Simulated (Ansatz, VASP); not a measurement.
**Si3N4 in two plane-wave programs**

Aim: how closely do two programs agree when they are given the same cell, functional and k mesh?

Calculated with Ansatz 0.2.0; plane waves, with VASP 6.6.1 beside it; dielectric response at PBEsol.

## 1. The starting structure

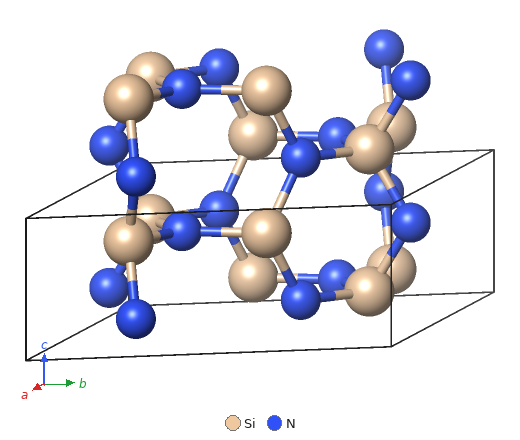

Start, viewed slightly off an axis; silicon light orange, nitrogen blue. 1×1×2 cells are drawn.

Structure file:

```xyz
14
Lattice="7.6093 0.0000 0.0000 -3.8047 6.5898 0.0000 0.0000 0.0000 2.9079" Properties=species:S:1:pos:R:3 pbc="T T T"
Si   -1.5957    5.0597    0.7270
Si    2.4296    1.1480    2.1809
Si    0.2207    2.6781    0.7270
Si    5.4003    1.5302    2.1809
Si    1.3750    5.4419    0.7270
Si    3.5840    3.9117    2.1809
N     0.0000    4.3932    0.7270
N     3.8047    2.1966    2.1809
N     2.3551    0.2570    0.7270
N     0.9550    2.1681    2.1809
N     6.2092    1.9111    0.7270
N     1.4496    6.3328    2.1809
N     2.8497    4.4218    0.7270
N    -2.4045    4.6788    2.1809
```

## 2. VASP: dielectric response, PBEsol

The response to a field tests empty states and converges slowly with the mesh.

Lines of VASP's logs that name or quote its potential files are left out, and so is its time.

INCAR

```
SYSTEM = Si3N4
PREC = Accurate
ENCUT = 520
EDIFF = 1E-08
NELM = 120
ISMEAR = 0
SIGMA = 0.02
LREAL = .FALSE.
ALGO = Normal
GGA = PS
NBANDS = 46
LWAVE = .FALSE.
LCHARG = .FALSE.
KPAR = 12
LEPSILON = .TRUE.
```

POSCAR

```
Si3N4
1.0
    7.6093012500      0.0000000000      0.0000000000
   -3.8046506300      6.5898481900      0.0000000000
    0.0000000000      0.0000000000      2.9079000000
Si N
6 8
Direct
    0.1742000000      0.7678000000      0.2500000000
    0.4064000000      0.1742000000      0.7500000000
    0.2322000000      0.4064000000      0.2500000000
    0.8258000000      0.2322000000      0.7500000000
    0.5936000000      0.8258000000      0.2500000000
    0.7678000000      0.5936000000      0.7500000000
    0.3333333330      0.6666666670      0.2500000000
    0.6666666670      0.3333333330      0.7500000000
    0.3290000000      0.0390000000      0.2500000000
    0.2900000000      0.3290000000      0.7500000000
    0.9610000000      0.2900000000      0.2500000000
    0.6710000000      0.9610000000      0.7500000000
    0.7100000000      0.6710000000      0.2500000000
    0.0390000000      0.7100000000      0.7500000000
```

KPOINTS

```
Automatic mesh
0
Gamma
4 4 8
0 0 0
```

The projector-augmented-wave data sets are Si and N (PBE family, release 64).

Run with:

```sh
$ mpirun -np 12 vasp_std
```

Numbers of over 12 decimals in the logs are rounded to 6 here.

The log of the run:

```text
[banner, memory and clock lines left out]
running   12 mpi-ranks, on    1 nodes
 distrk:  each k-point on    1 cores,   12 groups
 distr:  one band on    1 cores,    1 groups

 POSCAR found type information on POSCAR SiN
 POSCAR found :  2 types and      14 ions
|                                                                             |
|           W    W    AA    RRRRR   N    N  II  N    N   GGGG   !!!           |
|           W    W   A  A   R    R  NN   N  II  NN   N  G    G  !!!           |
|           W    W  A    A  R    R  N N  N  II  N N  N  G       !!!           |
|           W WW W  AAAAAA  RRRRR   N  N N  II  N  N N  G  GGG   !            |
|           WW  WW  A    A  R   R   N   NN  II  N   NN  G    G                |
|           W    W  A    A  R    R  N    N  II  N    N   GGGG   !!!           |
|                                                                             |
|     For optimal performance we recommend to set                             |
|       NCORE = 2 up to number-of-cores-per-socket                            |
|     NCORE specifies how many cores store one orbital (NPAR=cpu/NCORE).      |
|     This setting can greatly improve the performance of VASP for DFT.       |
|     The default, NCORE=1 might be grossly inefficient on modern             |
|     multi-core architectures or massively parallel machines. Do your        |
|     Unfortunately you need to use the default for GW and RPA                |
|     calculations (for HF NCORE is supported but not extensively tested      |
|     yet).                                                                   |
|                                                                             |

|                                                                             |
|               ----> ADVICE to this user running VASP <----                  |
|                                                                             |
|     You enforced a specific xc type in the INCAR file but a different       |
|     [... a line on the potential file left out ...]
|     I HOPE YOU KNOW WHAT YOU ARE DOING!                                     |
|                                                                             |

 LDA part: xc-table for (Slater+PW92), standard interpolation
 POSCAR, INCAR and KPOINTS ok, starting setup
 FFT: planning ... GRIDC
 FFT: planning ... GRID_SOFT
 FFT: planning ... GRID
 WAVECAR not read
 entering main loop
       N       E                     dE             d eps       ncg     rms          rms(c)
DAV:   1     0.273258373502E+03    0.27326E+03   -0.31512E+04  1840   0.129E+03
DAV:   2    -0.113310413706E+03   -0.38657E+03   -0.36717E+03  2330   0.275E+02
DAV:   3    -0.135836585764E+03   -0.22526E+02   -0.22364E+02  2320   0.690E+01
DAV:   4    -0.136179139026E+03   -0.34255E+00   -0.34142E+00  2312   0.918E+00
DAV:   5    -0.136187344531E+03   -0.82055E-02   -0.81982E-02  2264   0.136E+00    0.293E+01
DAV:   6    -0.120364885161E+03    0.15822E+02   -0.52935E+01  2234   0.288E+01    0.135E+01
DAV:   7    -0.120124721189E+03    0.24016E+00   -0.29270E+00  2312   0.684E+00    0.623E+00
DAV:   8    -0.120017219891E+03    0.10750E+00   -0.18000E-01  2238   0.205E+00    0.205E+00
DAV:   9    -0.120003569862E+03    0.13650E-01   -0.32480E-02  2344   0.876E-01    0.301E-01
DAV:  10    -0.120004828373E+03   -0.12585E-02   -0.24282E-03  2152   0.226E-01    0.151E-01
DAV:  11    -0.120005376089E+03   -0.54772E-03   -0.67224E-04  2132   0.126E-01    0.199E-02
DAV:  12    -0.120005394853E+03   -0.18764E-04   -0.32428E-05  2306   0.275E-02    0.118E-02
DAV:  13    -0.120005418065E+03   -0.23212E-04   -0.30510E-05  2068   0.207E-02    0.792E-03
DAV:  14    -0.120005419056E+03   -0.99143E-06   -0.16073E-06  2380   0.572E-03    0.347E-03
DAV:  15    -0.120005419769E+03   -0.71243E-06   -0.11811E-06  2068   0.417E-03    0.102E-03
DAV:  16    -0.120005419767E+03    0.21300E-08   -0.62300E-08  2258   0.110E-03
   1 F= -.12000542E+03 E0= -.12000542E+03  d E =-.348674E-23
 Linear response reoptimize wavefunctions to high precision
DAV:   1    -0.120005419761E+03    0.57189E-08   -0.48060E-09  1576   0.364E-04
DAV:   2    -0.120005419761E+03   -0.24738E-09   -0.10339E-09  1346   0.164E-04
DAV:   3    -0.120005419761E+03   -0.30923E-10   -0.19215E-10  1280   0.653E-05
 Linear response G [H, r] |phi>, progress :
  Direction:   1
       N       E                     dE             d eps       ncg     rms
RMM:   1    -0.294549265955E+03   -0.29455E+03    0.28240E+00  4601   0.941E+01
RMM:   2    -0.233295125778E+03    0.61254E+02   -0.27611E+01  3215   0.248E+01
RMM:   3    -0.233647075653E+03   -0.35195E+00   -0.69133E-01  3318   0.326E+00
[...]
RMM:   1    -0.295414780529E+03   -0.29541E+03   -0.42841E+00  4622   0.940E+01
RMM:   2    -0.234011849875E+03    0.61403E+02   -0.27710E+01  3218   0.248E+01
RMM:   3    -0.234359642815E+03   -0.34779E+00   -0.64859E-01  3323   0.325E+00
RMM:   4    -0.234374731183E+03   -0.15088E-01   -0.19575E-02  3454   0.585E-01
RMM:   5    -0.234375125381E+03   -0.39420E-03   -0.12699E-03  3485   0.125E-01
RMM:   6    -0.234375139305E+03   -0.13924E-04   -0.28460E-05  3533   0.325E-02
RMM:   7    -0.234375138209E+03    0.10960E-05    0.42227E-05  3566   0.147E-02
RMM:   8    -0.234375137315E+03    0.89398E-06    0.67052E-05  3607   0.114E-02
[...]
RMM:   3    -0.141110738622E+01   -0.53079E-03   -0.65333E-04  3270   0.766E-02
RMM:   4    -0.141112790547E+01   -0.20519E-04   -0.31445E-05  3371   0.147E-02
RMM:   5    -0.141112880000E+01   -0.89454E-06   -0.22456E-06  3390   0.331E-03
RMM:   6    -0.141112886524E+01   -0.65238E-07   -0.69205E-07  3365   0.116E-03
RMM:   7    -0.141112887347E+01   -0.82251E-08   -0.63393E-07  3138   0.782E-04
RMM:   8    -0.141112887385E+01   -0.38055E-09   -0.61821E-07  3002   0.716E-04
RMM:   9    -0.141112887290E+01    0.95024E-09   -0.82913E-07  2972   0.708E-04
RMM:  10    -0.141112887198E+01    0.91940E-09   -0.28652E-07  2993   0.707E-04
RMM:  11    -0.141112887400E+01   -0.20258E-08   -0.55419E-07  3020   0.708E-04
 change of polarisation eV/A/(eV/A) component  2 :    -0.051     2.822    -0.056
 dielectric tensor                  component  2 :    -0.063     4.502    -0.069
 Linear response to external field (no local field effect), progress :
  Direction:   3
       N       E                     dE             d eps       ncg     rms          rms(c)
RMM:   1    -0.138343753488E+01   -0.13834E+01   -0.48307E+00  3402   0.373E+00
RMM:   2    -0.141398829493E+01   -0.30551E-01   -0.21280E-02  3125   0.541E-01
RMM:   3    -0.141438822185E+01   -0.39993E-03   -0.52279E-04  3258   0.691E-02
RMM:   4    -0.141440379120E+01   -0.15569E-04   -0.23547E-05  3378   0.131E-02
RMM:   5    -0.141440448675E+01   -0.69555E-06   -0.17107E-06  3379   0.297E-03
RMM:   6    -0.141440454500E+01   -0.58249E-07   -0.45208E-07  3273   0.107E-03
RMM:   7    -0.141440455029E+01   -0.52921E-08   -0.38793E-07  3042   0.726E-04
RMM:   8    -0.141440455097E+01   -0.68216E-09   -0.38607E-07  2936   0.666E-04
RMM:   9    -0.141440455040E+01    0.57665E-09   -0.34021E-07  2928   0.656E-04
RMM:  10    -0.141440454957E+01    0.82890E-09   -0.70806E-07  2880   0.655E-04
RMM:  11    -0.141440455043E+01   -0.85902E-09   -0.52974E-07  2907   0.656E-04
 change of polarisation eV/A/(eV/A) component  3 :    -0.063    -0.056     2.829
 dielectric tensor                  component  3 :    -0.078    -0.069     4.511
 Linear response to external field, progress :
  Direction:   1
       N       E                     dE             d eps       ncg     rms          rms(c)
RMM:   1    -0.135582139240E+01   -0.13558E+01   -0.46513E+00  8708   0.377E+00
RMM:   2    -0.139362924773E+01   -0.37808E-01   -0.26098E-02  7902   0.590E-01    0.187E+00
RMM:   3    -0.135052636198E+01    0.43103E-01   -0.42504E-02  8126   0.741E-01    0.109E+00
RMM:   4    -0.139142029265E+01   -0.40894E-01   -0.44301E-02  8317   0.772E-01    0.193E-01
RMM:   5    -0.140444138741E+01   -0.13021E-01   -0.12679E-03  8469   0.148E-01    0.691E-02
RMM:   6    -0.140779060353E+01   -0.33492E-02   -0.24520E-04  8407   0.578E-02    0.155E-02
RMM:   7    -0.140882240469E+01   -0.10318E-02   -0.18133E-05  8485   0.154E-02    0.774E-03
RMM:   8    -0.140915106325E+01   -0.32866E-03   -0.88722E-06  8088   0.830E-03    0.124E-03
RMM:   9    -0.140917081339E+01   -0.19750E-04   -0.15615E-05  8779   0.199E-03    0.603E-04
RMM:  10    -0.140917722764E+01   -0.64143E-05   -0.29715E-06  8491   0.131E-03    0.147E-04
RMM:  11    -0.140917695170E+01    0.27594E-06   -0.43109E-06  8912   0.795E-04    0.559E-05
RMM:  12    -0.140917636046E+01    0.59124E-06   -0.60529E-06  8396   0.717E-04    0.163E-05
RMM:  13    -0.140917607434E+01    0.28612E-06   -0.41958E-06  7631   0.694E-04    0.635E-06
 change of polarisation eV/A/(eV/A) component  1 :     2.631     0.000     0.010
 dielectric tensor                  component  1 :     4.265     0.000     0.013
 Linear response to external field, progress :
  Direction:   2
       N       E                     dE             d eps       ncg     rms          rms(c)
RMM:   1    -0.135587032512E+01   -0.13559E+01   -0.46518E+00  8699   0.377E+00
RMM:   2    -0.139362948071E+01   -0.37759E-01   -0.26102E-02  7909   0.590E-01    0.187E+00
RMM:   3    -0.135052496462E+01    0.43105E-01   -0.42473E-02  8123   0.741E-01    0.109E+00
RMM:   4    -0.139141239005E+01   -0.40887E-01   -0.44217E-02  8306   0.772E-01    0.193E-01
RMM:   5    -0.140443731852E+01   -0.13025E-01   -0.12637E-03  8466   0.148E-01    0.691E-02
RMM:   6    -0.140779138358E+01   -0.33541E-02   -0.24134E-04  8370   0.578E-02    0.155E-02
RMM:   7    -0.140882223710E+01   -0.10309E-02   -0.10139E-05  8512   0.154E-02    0.773E-03
RMM:   8    -0.140915037617E+01   -0.32814E-03    0.17247E-05  8057   0.830E-03    0.125E-03
RMM:   9    -0.140917072917E+01   -0.20353E-04    0.66431E-06  8752   0.200E-03    0.605E-04
RMM:  10    -0.140917699237E+01   -0.62632E-05   -0.43740E-06  8510   0.131E-03    0.147E-04
RMM:  11    -0.140917707293E+01   -0.80554E-07   -0.58476E-06  8931   0.790E-04    0.551E-05
RMM:  12    -0.140917636707E+01    0.70586E-06   -0.28763E-06  8365   0.711E-04    0.161E-05
RMM:  13    -0.140917603437E+01    0.33270E-06   -0.44747E-06  7627   0.690E-04    0.627E-06
 change of polarisation eV/A/(eV/A) component  2 :    -0.000     2.631    -0.055
 dielectric tensor                  component  2 :    -0.000     4.265    -0.068
 Linear response to external field, progress :
  Direction:   3
       N       E                     dE             d eps       ncg     rms          rms(c)
RMM:   1    -0.138343753488E+01   -0.13834E+01   -0.48307E+00  3402   0.373E+00
RMM:   2    -0.141398784007E+01   -0.30550E-01   -0.21276E-02  3121   0.541E-01    0.193E+00
RMM:   3    -0.137687348877E+01    0.37114E-01   -0.36038E-02  3207   0.699E-01    0.113E+00
RMM:   4    -0.142879687422E+01   -0.51923E-01   -0.47450E-02  3299   0.811E-01    0.167E-01
RMM:   5    -0.143840632213E+01   -0.96094E-02   -0.10942E-03  3340   0.154E-01    0.266E-02
RMM:   6    -0.143928305365E+01   -0.87673E-03   -0.17664E-05  3438   0.189E-02    0.118E-02
RMM:   7    -0.144003599921E+01   -0.75295E-03   -0.24519E-06  3386   0.761E-03    0.134E-03
RMM:   8    -0.144007740129E+01   -0.41402E-04   -0.51870E-07  3461   0.183E-03    0.462E-04
RMM:   9    -0.144007794632E+01   -0.54503E-06   -0.35709E-07  3480   0.106E-03    0.826E-05
RMM:  10    -0.144007954141E+01   -0.15951E-05   -0.32323E-07  3363   0.661E-04    0.227E-05
RMM:  11    -0.144007936203E+01    0.17938E-06   -0.12156E-07  3020   0.623E-04    0.110E-05
RMM:  12    -0.144007951319E+01   -0.15116E-06   -0.62163E-07  2985   0.620E-04    0.286E-06
 change of polarisation eV/A/(eV/A) component  3 :    -0.063    -0.055     2.684
 dielectric tensor                  component  3 :    -0.078    -0.069     4.331
 Born effective charges drift removed
```

[end of part 1 of 2]

[Lines on the potential files, build, host, timing and source positions are cut from VASP's logs without a mark.]

[Logs are printed without paths, hosts, clocks, repeated set-up lines and the standing remarks that a program may print on its own settings, such as how far it seeks lower states.]

[Hosts, paths, dates, database ids (printed as entryN), source tags and the programs' standing remarks are cut or masked in the printed files.]
